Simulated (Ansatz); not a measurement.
# Core levels in a random alloy: Mg3Mo (Mo on 25 % of the Mg sites, one arrangement), part 2 of 3

What do XPS lines of Mg3Mo (Mo on 25 % of the Mg sites, one arrangement) look like, site by site?

Ansatz 0.2.0; DFT, PBE, plane-wave PAW, default files, scalar-relativistic.

So far: The structure; Relaxing the atoms.

**3. Valence states**

First the ground state, then the DOS by atom and shell, which the cross sections turn into spectra.

Input file input.yaml:

```yaml
crystal:
  lattice:
    - [-4.6580042322, 2.6892999973, 5.0522553741]
    - [-4.6580042322, 2.6892999973, -5.0522553741]
    - [-3.1053361548, -5.3785999947, 5.0522553741]
  atoms:
    - { symbol: Mg, position: [0.8868502355, 0.5837853384, 0.6969351029] }
    - { symbol: Mg, position: [0.3832698477, 0.1321988948, 0.7489290471] }
    - { symbol: Mg, position: [0.258460547, 0.7262572302, 0.4677966832] }
    - { symbol: Mo, position: [0.7651302246, 0.2275477881, 0.4624175635] }
    - { symbol: Mg, position: [0.6160301673, 0.8702219373, 0.25419177] }
    - { symbol: Mo, position: [0.120084763, 0.34560457, 0.225519807] }
    - { symbol: Mg, position: [0.5046136302, 0.4933824077, -0.0112312225] }
    - { symbol: Mg, position: [-0.0014811374, -0.0092077185, -0.0077265811] }
    - { symbol: Mg, position: [0.3446140048, 0.3356038841, 0.4969124931] }
    - { symbol: Mg, position: [0.838691391, 0.8415264978, 0.4969124931] }
    - { symbol: Mo, position: [0.7552171633, 0.4382113746, 0.2929883493] }
    - { symbol: Mo, position: [0.1452230253, 1.0482055126, 0.2929883493] }
    - { symbol: Mg, position: [0.0757893807, 0.5985279003, 0.0268550478] }
    - { symbol: Mg, position: [0.5716728525, 0.1026444285, 0.0268550478] }
    - { symbol: Mg, position: [0.9507816088, 0.2165469869, 0.7648280248] }
    - { symbol: Mg, position: [0.4517189621, 0.7156096336, 0.7648280248] }
kpoints:
  mp_grid: { grid: [6, 6, 6] }
scf:
  occupations: { method: fermi_dirac, width: 0.08 }
  n_extra_bands: 18
hamiltonian:
  xc: pbe
  pseudopotentials: { kind: paw }
output:
  forces: true
  stress: true
  dos:
    projected: true
    de: 0.05
    e_range: [-30, 12]
    method: { smearing: { sigma: 0.1, scheme: gaussian } }
```

Launch:

```bash
$ ansatz run input.yaml --threads 4 --pin off --max-ram 14336MiB --backend cpu --events-out ev --progress --plain --runs-dir out
```

Numbers of over 12 decimals in the logs are rounded to 6 here.

Log:

```text
[...]
Crystal: 16 atoms, lattice volume = 337.538 Å³
Basis set: ecut = 420 eV, 6617 PW (Γ), exchange–correlation on 100×100×108 points (8 copies of the dense FFT grid, shifted against one another)
Bands: 106, of which v1, the nominal top of the filled ones, is band 88 counted from 1 (87 counted from 0)
Symmetry: 2 space group operations
[...]
k-points: 68 of 216 (time reversal used)
[...]
SCF iter   1: F=—  HF=-42905.944932 eV  |F-HF|=—  |Δ(HF+E_count)|=         —  Δρ=5.22e-3  dr2=1.09e-1  ethr=1.77e-3  ⟨swp⟩=6.0  Hψ=28874  notcnv=0  defer=12
[...]
SCF iter   7: F=-42905.926416 eV  HF=-42905.926416 eV  |F-HF|=1.25e-8  |Δ(HF+E_count)|=   5.77e-8  Δρ=2.24e-6  dr2=2.51e-8  ethr=5.68e-11  ⟨swp⟩=9.0  Hψ=27551  notcnv=0
SCF 1 converged in 7 iterations: F = -42905.926416 eV  dr2 = 2.51e-8
[...]
SCF converged after 7 iterations
Free energy (F): -42905.926416 eV
[...]
Internal energy: -42905.693810 eV  (E = F + TS)
E sigma→0 (E₀):  -42905.810113 eV
Entropy (-TS):   -0.232606 eV (-14.538 meV/atom)
Fermi energy:    8.229384 eV
[...]
--- Forces (eV/Å), atoms counted from 1 ---
  atom   1  Mg    -0.00253086    -0.00885682     0.00000000
  atom   2  Mg     0.00315344     0.00403937    -0.00000000
  atom   3  Mg     0.00640668     0.00518410    -0.00000000
  atom   4  Mo    -0.00170460    -0.00218379     0.00000000
  atom   5  Mg     0.00202930    -0.00039363    -0.00000000
  atom   6  Mo    -0.01213755     0.00604888    -0.00000000
  atom   7  Mg    -0.00642059    -0.00438860    -0.00000000
  atom   8  Mg     0.00177567     0.00096857     0.00000000
  atom   9  Mg     0.00001911     0.00122297    -0.00405991
  atom  10  Mg     0.00001911     0.00122297     0.00405991
  atom  11  Mo     0.00413559    -0.00182380    -0.01583648
  atom  12  Mo     0.00413559    -0.00182380     0.01583648
  atom  13  Mg     0.00483261    -0.00353016    -0.00099648
  atom  14  Mg     0.00483261    -0.00353016     0.00099648
  atom  15  Mg    -0.00429110     0.00392625    -0.00014724
  atom  16  Mg    -0.00429110     0.00392625     0.00014724
  max |Σ_I F_I| component: 3.61e-5 eV/Å
--- Stress (GPa, compression-positive) ---
       -2.491982      -1.079951       0.000000
       -1.079951      -0.444090       0.000000
        0.000000       0.000000      -2.822296
  P = ⅓ Tr σ = -1.9195 GPa (-19.195 kbar)
--- Band table (eV; the first three rows and the last of 68) ---
  k-point 0: bands = [... 84 lower, 7.0712, 7.5659, 7.5790, 7.8790, 8.0861, 8.3868, 9.0430, 9.3350, ... 14 higher]
  k-point 1: bands = [... 84 lower, 7.5012, 7.6035, 7.6996, 7.8087, 8.0135, 8.3184, 8.9185, 9.1167, ... 14 higher]
  k-point 2: bands = [... 84 lower, 7.5611, 7.7158, 7.7590, 8.0205, 8.2075, 8.3812, 8.5854, 8.8252, ... 14 higher]
  k-point 67: bands = [... 84 lower, 7.9110, 7.9723, 8.1292, 8.2686, 8.2876, 8.4502, 8.4764, 8.9084, ... 14 higher]
```

It took 80 s on 4 threads of Arm Neoverse V1, shared host; peak memory 2 GiB.

Reading the cycles: dr2 is the Hartree energy of the density residual (eV), the measure of convergence; HF is the Harris–Foulkes estimate of the energy, which meets the free energy F at convergence.

This step gave:

| Item | Value |
| --- | --- |
| free energy | -42905.9264 eV |
| energy at zero smearing | -42905.8101 eV |
| smearing term TS | 0.2326 eV |
| pressure | -1.919 GPa |
| zero of energy | Fermi level |
| share of occupied states in no projected shell | 0.1091 of the occupied states in the window |
| DOS at the Fermi level | 11.01 states/eV/cell |

The DOS has structure finer than the step of the table below, so its rows give means over 1 eV, whole bins alone (the curve runs from -8.47 to 2.52 eV). Peaks (eV: height): total -2.2: 13.2, -0.2: 12.1, 1.8: 12.2, 2.4: 11.2; Mo 4d -1.9: 9.01, -0.2: 6.40, 1.3: 6.64; Mg 3s -4.7: 2.96, -4.3: 3.48, -3.6: 3.74, -1.1: 2.30; Mg 3p* -0.2: 2.70, 2.4: 3.48; Mo 5s -2.3: 1.47, 2.4: 0.544.

* holds the states left over by the projection beside any projected weight of its own, shared among the starred shells. The DOS by E, zero at the Fermi level; means over each step; values in states/eV/cell:

```csv
E (eV),total,Mo 4d,Mg 3s,Mg 3p*,Mo 5s,Mo 5p*
-7,0.186,2.8e-4,0.140,1.1e-4,0.0449,2.3e-4
-6,1.88,0.0165,1.46,0.00357,0.396,0.00786
-5,3.16,0.137,2.41,0.0205,0.564,0.0222
-4,5.12,0.998,3.24,0.0937,0.728,0.0559
-3,9.29,5.00,2.99,0.313,0.840,0.138
-2,12.0,7.92,1.98,0.738,1.04,0.285
-1,11.0,6.12,1.96,1.58,0.792,0.557
0,10.2,5.28,1.29,2.33,0.505,0.794
1,9.05,4.78,1.14,2.11,0.316,0.714
2,10.8,4.88,1.81,2.72,0.453,0.915
```

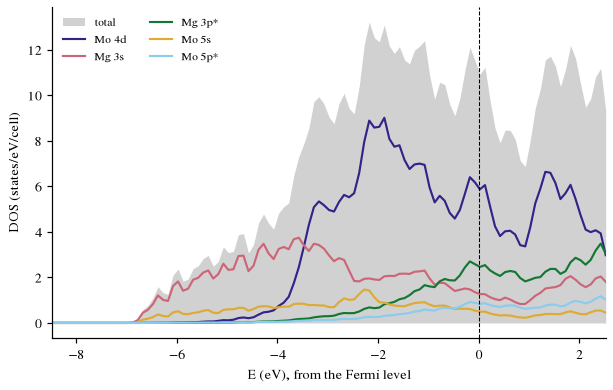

DOS against E.

This run's widths, added to any smearing of the DOS itself: Gaussian 0.35 eV, Lorentzian 0.2 eV plus 0.05 an eV of depth. Table of intensity by binding energy, zero at the Fermi level; values in % of the maximum within 13 eV:

```
binding energy (eV)  21.2 eV  60 eV  1253.6 eV  1486.7 eV  5950 eV
                 -1     2.61   2.72       2.69       2.70     2.86
                  0     40.3   41.4       40.3       40.3     39.2
                  1     79.6   81.8       80.8       81.0     83.3
                  2     99.4   99.4       99.5       99.6     99.7
                  3     62.7   66.9       67.2       67.8     79.0
                  4     17.5   24.9       25.6       26.7     49.7
                  5     5.48   11.7       12.3       13.3     33.4
                  6     2.35   6.16       6.64       7.27     20.5
                  7    0.887   1.67       1.78       1.91     4.67
                  8    0.496  0.700      0.723      0.755     1.44
```

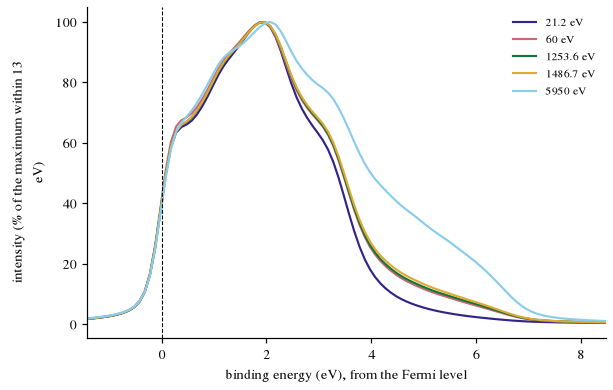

Intensity against binding energy.

Maxima picked by a test of local sharpness, so broad peaks and shoulders can be missing; peaks within 0.45 eV of a curve's cut are left out. Valence peaks, by row:

```csv
photon energy (eV),binding energy (eV),height (% of the maximum within 13 eV),main shell,its share (%)
21.2,1.9,100,Mo 4d,98.27
60,1.9,100,Mo 4d,90.91
1254,1.95,100,Mo 4d,90.12
1487,1.95,100,Mo 4d,88.84
5950,2.05,100,Mo 4d,58.27
```

Shapes are the site's partial DOS without matrix elements, which overweights lines from ligand s bands. The intensity by emission energy less the core level's binding energy, zero at the Fermi level; read off at these points; values in % of the unpolarised maximum:

```csv
emission energy less the core level's binding energy (eV),"Mg L2,3",Mo L-beta2
-8.00,1.46,4.27
-7.50,2.83,5.15
-7.00,8.55,6.34
-6.50,23.5,8.02
-6.00,42.2,10.5
-5.50,58.4,14.1
-5.00,71.9,19.7
-4.50,84.3,28.5
-4.00,95.2,41.3
-3.58,99.9,55.2
-3.50,99.8,58.0
-3.00,90.7,75.5
-2.50,72.7,90.3
-2.00,64.4,98.9
-1.78,64.8,100.0
-1.50,66.0,98.7
-1.00,61.6,90.1
-0.50,48.1,75.1
0.00,24.2,56.1
0.50,4.32,37.7
1.00,0.784,24.5
```

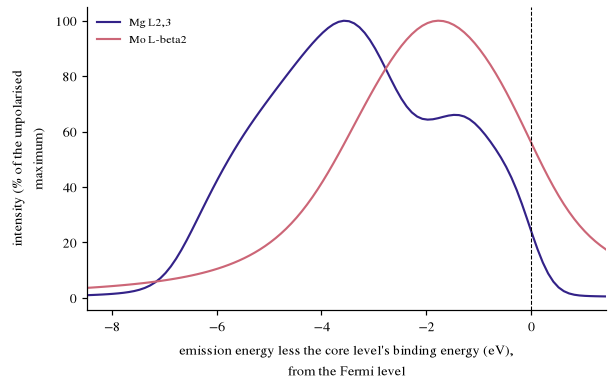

Intensity, plotted against emission energy less the core level's binding energy.

Sums over each group's atoms; left-over states aren't shared out by site. Site centres, by row:

```csv
group,element,shell,occupied states,centre of occupied part (eV),centre up to the window's top (eV)
Mg,Mg,3s,14.91,-3.336,-2.392
Mo,Mo,5s,4.699,-2.952,-2.188
Mo,Mo,4d,23.01,-1.833,-0.748
```

Window up to 2.5 eV. Shell moments, by row:

```
element  shell  occupied states an atom  centre of occupied part (eV)  rms width of occupied part (eV)  centre up to the window's top (eV)  rms width up to the window's top (eV)
     Mg     3s                    1.243                        -3.336                            1.667                              -2.392                                  2.443
     Mg    3p*                   0.3277                        -1.172                           0.9815                              0.3847                                  1.508
     Mo     5s                    1.175                        -2.952                              1.7                              -2.188                                   2.28
     Mo    5p*                   0.3671                        -1.337                            1.152                               0.254                                  1.634
     Mo     4d                    5.752                        -1.833                            1.037                              -0.748                                  1.753
```

Broadened DOS, unweighted empty DOS against E, zero at the Fermi level; read off at these points:

```csv
E (eV),"broadened DOS, unweighted empty DOS (states/eV/cell)"
-0.93,1.4e-4
-0.72,0.00517
-0.53,0.0906
-0.33,0.748
-0.03,4.71
0.17,7.63
0.38,8.49
0.57,8.22
0.78,7.97
0.97,8.40
1.27,10.3
1.48,11.0
1.68,11.2
1.88,11.0
```

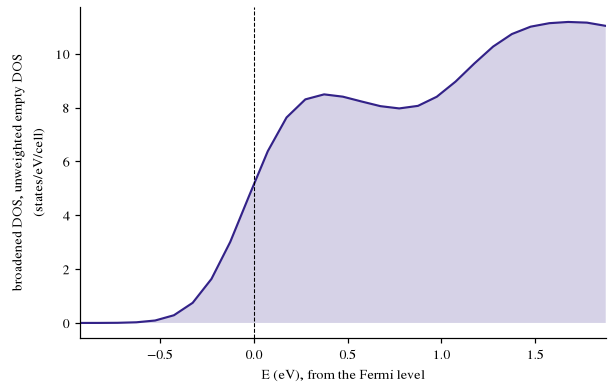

Broadened DOS, unweighted empty DOS against E.

Recipe: projected DOS times atomic cross section and asymmetry factor (linear light, 10° from the polarisation), occupied states only, Fermi edge at 300 K, a Lorentzian width of 0.2 eV growing by 0.05 eV per eV of binding energy, and a resolution of 0.35 eV. Curves are cut 10 eV under the photon energy, above any shell that the free atom's threshold puts out of reach, or at the lower edge of the window: 8.5 eV at 21.2 eV, 8.5 eV at 60 eV, 8.5 eV at 1253.6 eV, 8.5 eV at 1486.7 eV and 8.5 eV at 5950 eV. A star in tables and legends marks shells that hold the states left over by the projection (10.9 % of the filled ones), a stand-in for orbitals that the files don't project on. Matrix elements of the solid and inelastic losses aren't modelled, nor non-dipole terms, which matter above 3 keV.

How the area divides among the shells (%):

```csv
shell,21.2 eV,60 eV,1253.6 eV,1486.7 eV,5950 eV
Mg 3s,3.4,14.4,13.6,14.7,28.6
Mg 3p*,0.1,1.9,0.2,0.2,0.1
Mo 5s,0.2,1.8,4.7,5.6,27.2
Mo 4d,96.1,81.8,81.0,79.0,42.9
```

Cross sections used, in Mb an electron:

| shell | 21.2 eV | 60 eV | 1253.6 eV | 1486.7 eV | 5950 eV |
| --- | --- | --- | --- | --- | --- |
| Mg 3s | 0.12 | 0.058 | 2.7e-4 | 1.8e-4 | 4.8e-6 |
| Mg 3p* | 0.039 | 0.035 | 2.2e-5 | 1.3e-5 | 9.1e-8 |
| Mo 5s | 0.022 | 0.023 | 2.9e-4 | 2.2e-4 | 1.5e-5 |
| Mo 4d | 5.0 | 0.24 | 0.0014 | 8.4e-4 | 8.0e-6 |

The largest force component on a free atom is 0.016 eV/Å, so the atoms are at rest for these settings too. At the Fermi level the DOS is 11.01 states/eV a cell.

**4. Core holes**

XPS shifts tell sites apart. Each chosen atom gets a core hole in a self-consistent pass of its own.

Input file input.yaml:

```yaml
crystal:
  lattice:
    - [-4.6580042322, 2.6892999973, 5.0522553741]
    - [-4.6580042322, 2.6892999973, -5.0522553741]
    - [-3.1053361548, -5.3785999947, 5.0522553741]
  atoms:
    - { symbol: Mg_h, position: [0.8868502355, 0.5837853384, 0.6969351029] }
    - { symbol: Mg, position: [0.3832698477, 0.1321988948, 0.7489290471] }
    - { symbol: Mg, position: [0.258460547, 0.7262572302, 0.4677966832] }
    - { symbol: Mo_h, position: [0.7651302246, 0.2275477881, 0.4624175635] }
    - { symbol: Mg, position: [0.6160301673, 0.8702219373, 0.25419177] }
    - { symbol: Mo, position: [0.120084763, 0.34560457, 0.225519807] }
    - { symbol: Mg_h, position: [0.5046136302, 0.4933824077, -0.0112312225] }
    - { symbol: Mg, position: [-0.0014811374, -0.0092077185, -0.0077265811] }
    - { symbol: Mg, position: [0.3446140048, 0.3356038841, 0.4969124931] }
    - { symbol: Mg_h, position: [0.838691391, 0.8415264978, 0.4969124931] }
    - { symbol: Mo_h, position: [0.7552171633, 0.4382113746, 0.2929883493] }
    - { symbol: Mo_h, position: [0.1452230253, 1.0482055126, 0.2929883493] }
    - { symbol: Mg, position: [0.0757893807, 0.5985279003, 0.0268550478] }
    - { symbol: Mg, position: [0.5716728525, 0.1026444285, 0.0268550478] }
    - { symbol: Mg, position: [0.9507816088, 0.2165469869, 0.7648280248] }
    - { symbol: Mg, position: [0.4517189621, 0.7156096336, 0.7648280248] }
kpoints:
  mp_grid: { grid: [6, 6, 6] }
scf:
  occupations: { method: fermi_dirac, width: 0.08 }
  n_extra_bands: 16
hamiltonian:
  xc: pbe
  pseudopotentials: { kind: paw }
output:
  forces: true
  core_levels:
    shells: { Mg_h: "2p", Mo_h: "3d" }
    counted_from: fermi_level
    add_spin: false
```

Log:

```text
[...]
Crystal: 16 atoms, lattice volume = 337.538 Å³
Basis set: ecut = 420 eV, 6617 PW (Γ), exchange–correlation on 100×100×108 points (8 copies of the dense FFT grid, shifted against one another)
Bands: 104, of which v1, the nominal top of the filled ones, is band 88 counted from 1 (87 counted from 0)
Symmetry: 1 space group operations
[...]
k-points: 112 of 216 (time reversal used)
[...]
SCF iter   1: F=—  HF=-42905.945251 eV  |F-HF|=—  |Δ(HF+E_count)|=         —  Δρ=5.23e-3  dr2=1.09e-1  ethr=1.77e-3  ⟨swp⟩=6.0  Hψ=45919  notcnv=0  defer=1
[...]
SCF iter   7: F=-42905.926416 eV  HF=-42905.926416 eV  |F-HF|=1.22e-8  |Δ(HF+E_count)|=   5.30e-8  Δρ=2.27e-6  dr2=2.38e-8  ethr=5.68e-11  ⟨swp⟩=8.4  Hψ=43464  notcnv=0
SCF 1 converged in 7 iterations: F = -42905.926416 eV  dr2 = 2.38e-8
[...]
── core hole 1/6: 2p of Mg_h 0 ──
── 2p of Mg_h 0: 49.594 eV over the cell without the hole, in 9 iterations ──
── core hole 2/6: 3d of Mo_h 3 ──
── 3d of Mo_h 3: 226.520 eV over the cell without the hole, in 10 iterations ──
── core hole 3/6: 2p of Mg_h 6 ──
── 2p of Mg_h 6: 49.614 eV over the cell without the hole, in 10 iterations ──
── core hole 4/6: 2p of Mg_h 9 ──
── 2p of Mg_h 9: 49.383 eV over the cell without the hole, in 10 iterations ──
── core hole 5/6: 3d of Mo_h 10 ──
── 3d of Mo_h 10: 226.498 eV over the cell without the hole, in 10 iterations ──
── core hole 6/6: 3d of Mo_h 11 ──
── 3d of Mo_h 11: 226.498 eV over the cell without the hole, in 10 iterations ──
SCF converged after 7 iterations
Free energy (F): -42905.926416 eV
[...]
Internal energy: -42905.693810 eV  (E = F + TS)
E sigma→0 (E₀):  -42905.810113 eV
Entropy (-TS):   -0.232606 eV (-14.538 meV/atom)
Fermi energy:    8.229382 eV
[...]
--- Forces (eV/Å), atoms counted from 1 ---
  atom   1  Mg_h    -0.00252837    -0.00885415    -0.00000016
  atom   2  Mg       0.00315041     0.00403951     0.00000053
  atom   3  Mg       0.00640889     0.00518365    -0.00000029
  atom   4  Mo_h    -0.00170317    -0.00218372     0.00000005
  atom   5  Mg       0.00202507    -0.00039375    -0.00000014
  atom   6  Mo      -0.01213669     0.00604982    -0.00000019
  atom   7  Mg_h    -0.00641699    -0.00438947     0.00000035
  atom   8  Mg       0.00177261     0.00096639    -0.00000031
  atom   9  Mg       0.00001914     0.00122421    -0.00405874
  atom  10  Mg_h     0.00001858     0.00122356     0.00405872
  atom  11  Mo_h     0.00413468    -0.00182431    -0.01583390
  atom  12  Mo_h     0.00413437    -0.00182399     0.01583352
  atom  13  Mg       0.00483276    -0.00353129    -0.00099497
  atom  14  Mg       0.00483280    -0.00353140     0.00099430
  atom  15  Mg      -0.00429049     0.00392655    -0.00014695
  atom  16  Mg      -0.00429082     0.00392665     0.00014693
  max |Σ_I F_I| component: 3.72e-5 eV/Å
--- Band table (eV; the first three rows and the last of 112) ---
  k-point 0: bands = [... 84 lower, 7.0712, 7.5659, 7.5790, 7.8790, 8.0861, 8.3868, 9.0430, 9.3350, ... 12 higher]
  k-point 1: bands = [... 84 lower, 7.5012, 7.6035, 7.6996, 7.8087, 8.0135, 8.3184, 8.9185, 9.1167, ... 12 higher]
  k-point 2: bands = [... 84 lower, 7.5611, 7.7158, 7.7590, 8.0205, 8.2075, 8.3812, 8.5854, 8.8252, ... 12 higher]
  k-point 111: bands = [... 84 lower, 7.9110, 7.9723, 8.1292, 8.2686, 8.2876, 8.4502, 8.4764, 8.9084, ... 12 higher]
--- Core levels from the Fermi level (as output.core_levels.counted_from types it; a hole's nearest image at 7.4 Å) ---
  the holes have no spin, as output.core_levels.add_spin types it
  atom         alike  shell      binding/eV   shift/eV difference/eV images/eV   SCF
  Mg_h 0           1     2p          49.594     +0.000        49.594         –     9
  Mo_h 3           1     3d         226.520     +0.000       226.520         –    10
  Mg_h 6           1     2p          49.614     +0.020        49.614         –    10
  Mg_h 9           1     2p          49.383     -0.210        49.383         –    10
  Mo_h 10          1     3d         226.498     -0.023       226.498         –    10
  Mo_h 11          1     3d         226.498     -0.023       226.498         –    10
  the dataset of Mg_h with a 2p hole: scattering error 0.005 eV (0.000 eV in the local channel); free atom: scalar-relativistic, large and small components
  the two lines of Mg_h's 2p: 2p1/2 +0.179 eV and 2p3/2 -0.090 eV off its levels, 1 : 2 in strength
  the dataset of Mo_h with a 3d hole: scattering error 0.005 eV; free atom: scalar-relativistic, large and small components
  the two lines of Mo_h's 3d: 3d3/2 +1.908 eV and 3d5/2 -1.272 eV off its levels, 2 : 3 in strength
```

Elapsed: 18 min, on 4 threads; peak memory 2.7 GiB.

Numbers from this step:

```
symmetry operations : 1
```

Levels are total-energy differences with one electron taken from the core. The electron goes to the Fermi level, so the difference is a binding energy from E_F. The hole's nearest image is 7.4 Å away, and the holes carry no spin, so absolute levels are rough.

```csv
atom,region,shell,level (eV),shift (eV),j lines (eV),doubts
Mg1,-,2p,49.59,+0.21,49.77 / 49.50,-
Mo4,-,3d,226.52,+0.02,228.43 / 225.25,-
Mg7,-,2p,49.61,+0.23,49.79 / 49.52,-
Mg10,-,2p,49.38,+0.00,49.56 / 49.29,-
Mo11,-,3d,226.50,-0.00,228.41 / 225.23,-
Mo12,-,3d,226.50,+0.00,228.41 / 225.23,-
```

Levels of p, d and f shells are means over their two j lines, weighted by degeneracy; the splitting comes from the atom's own solve. Shifts count from the last listed atom of each element.

The Mg 2p lines of the listed atoms alone (other atoms of the cell aren't counted), as Gaussians 0.5 eV wide, no depth weighting. The intensity by Mg 2p level; read off at these points:

```
Mg 2p level (eV)  intensity (%)
           48.25         1.6e-4
           48.50         0.0272
           48.75           1.17
           49.00           14.4
           49.25           60.1
           49.50           99.7
           49.75           71.1
           50.00           22.8
           50.25           2.76
           50.50         0.0982
           50.75         9.2e-4
```

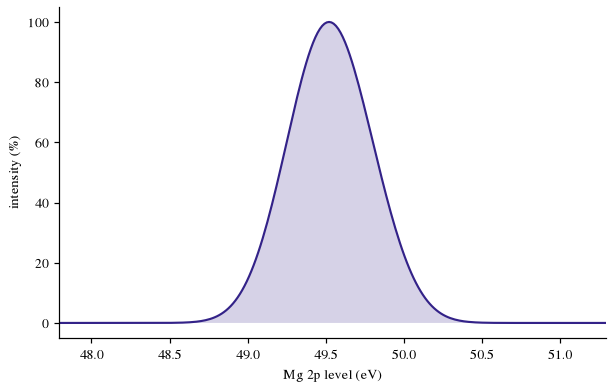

Intensity, plotted against Mg 2p level.

The Mo 3d lines of the listed atoms alone (other atoms of the cell aren't counted), as Gaussians 0.8 eV wide, no depth weighting. Table of intensity by Mo 3d level; read off at these points:

```csv
Mo 3d level (eV),intensity (%)
224.00,0.140
224.50,9.78
225.00,79.0
225.23,100.0
225.50,73.5
226.00,7.87
226.50,0.0966
227.00,0.0119
227.50,1.81
228.00,31.8
228.42,66.6
228.50,64.5
229.00,15.1
229.50,0.406
```

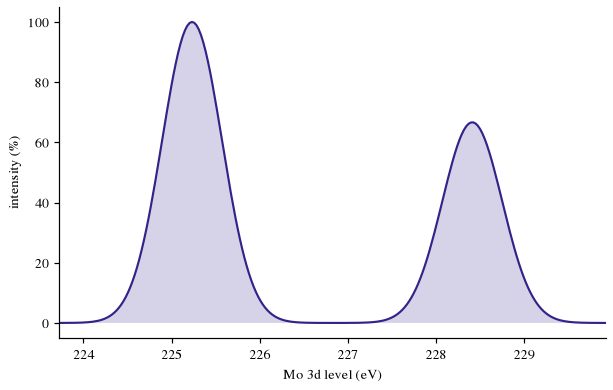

Intensity, plotted against Mo 3d level.

(Part 2 of 3 ends here.)

[Logs are printed without paths, hosts, clocks, repeated set-up lines and the standing remarks that a program may print on its own settings, such as how far it seeks lower states.]

[Hosts, paths, dates, database ids (printed as entryN), source tags and the programs' standing remarks are cut or masked in the printed files.]

[Maps of the electrostatic potential energy from Ansatz leave out the sawtooth potential of an applied field or a dipole correction, so their vacuum need not be flat; work functions include it.]
